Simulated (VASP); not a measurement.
Band structure of Pt (fcc). Method: PBE GGA with D3 dispersion (Becke-Johnson damping), VASP's PBE PAW potentials (set 64) (plane waves; VASP).

Unless said otherwise, spin-orbit coupling is left out, though it shifts the bands of the heavy elements here.

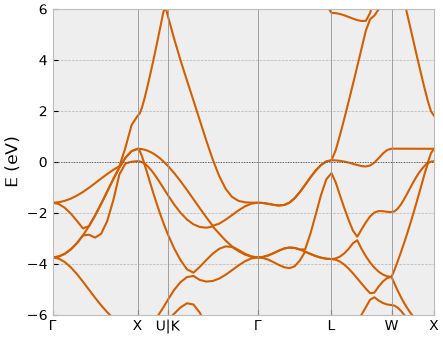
*Bands along high-symmetry lines, zero at the valence-band maximum or, without a gap, the Fermi level*

Task: Read the plot: is there a gap, and where are the band edges?

Result: It has no gap at this level: it comes out as a metal or semimetal. (Edges off the drawn lines would not show.)

The compound is Pt in the fcc structure. It was relaxed first.
